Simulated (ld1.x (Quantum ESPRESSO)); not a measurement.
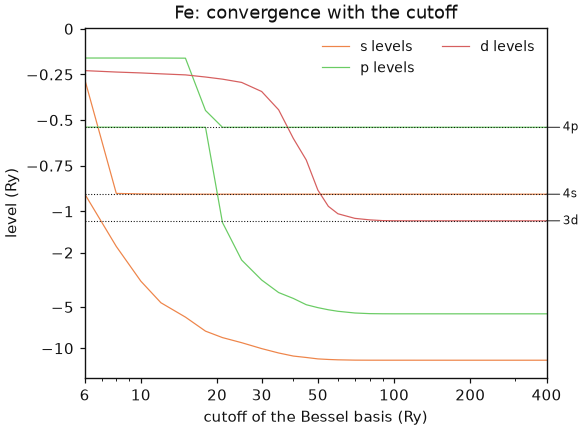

The pseudo-atom Hamiltonian at the reference potential is diagonalised in spherical Bessel functions (20 bohr box) up to the cutoff. Curves: the lowest levels of each channel that holds a bound state. Dotted lines: the all-electron valence levels.

- Element: Fe (Z = 26)
- Generator: ld1.x (Quantum ESPRESSO) 7.5
- Type: norm-conserving Troullier–Martins (Kleinman–Bylander form)
- Functional: PBE
- Relativity: scalar-relativistic
- Frozen core: [Ar]
- Valence charge: 8
- Reference configuration: 3d6 4s1 4p0 (charge +1)
- Partial waves: 4s (bound): rc 3.24 bohr; 4p (bound, empty): rc 3.24 bohr; 3d (bound): rc 1.56 bohr
- Local potential: the d channel
- Core correction: none

Is there a ghost state?

Answer. Ghost states below the valence levels: s at -166.4 eV, p at -76.3 eV. A ghost is a curve that settles on no dotted line: a bound state with no counterpart among the valence levels. In Ry: s -12.23, p -5.61.

Read the all-electron valence levels.

Answer. 4s: -0.91 Ry; 4p: -0.54 Ry; 3d: -1.17 Ry.

Does the ghost need a high cutoff to show?

Answer. The lowest s curve lies clearly below the lowest valence level of its channel from about 8 Ry on and ends at -12.23 Ry.
